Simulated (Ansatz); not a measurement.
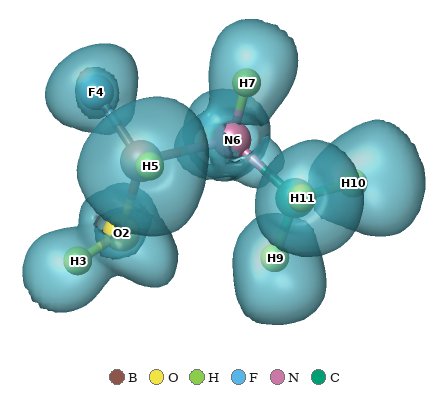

Figure 1: CH7BFNO. Isosurface of the electron localisation function at 0.75 (cyan), seen across its widest extent. Only the valence region is drawn (cores and ρ < 0.01 e/Å³ removed).

Method: RKS B3LYP/cc-pVDZ (Ansatz 0.2.0).

```yaml
atoms:
  - { symbol: B, position_ang: [0.1618, 0.2489, 0.2947] }
  - { symbol: O, position_ang: [-1.0670, -0.0465, 0.9636] }
  - { symbol: H, position_ang: [-1.4518, -0.8657, 0.6314] }
  - { symbol: F, position_ang: [1.3088, -0.3437, 0.8685] }
  - { symbol: H, position_ang: [0.1733, 0.1959, -0.9344] }
  - { symbol: N, position_ang: [0.3683, 1.8542, 0.6800] }
  - { symbol: H, position_ang: [1.3225, 2.1212, 0.4253] }
  - { symbol: C, position_ang: [-0.6279, 2.7679, 0.0815] }
  - { symbol: H, position_ang: [-1.6217, 2.4081, 0.3751] }
  - { symbol: H, position_ang: [-0.4812, 3.8065, 0.4131] }
  - { symbol: H, position_ang: [-0.5410, 2.7092, -1.0116] }
  - { symbol: H, position_ang: [0.3205, 1.8915, 1.7041] }
```

**Identify the bonds, lone pairs and shells in this picture.**

The surface consists of four regions around hydrogen nuclei, one region on F in which the atom's valence shell and bonds are merged, one joined region spread over several atoms (H, N), in which their bonds and any lone pairs are merged and one joined region spread over several atoms (H, O), in which their bonds and any lone pairs are merged.

Values along the shortest contacts:
B–F (1.41 Å): the ELF peaks at about 0.85 between the atoms, as expected for a shared but strongly polarised pair. B–O (1.43 Å): the ELF peaks at about 0.90 between the atoms (a polar covalent bond).
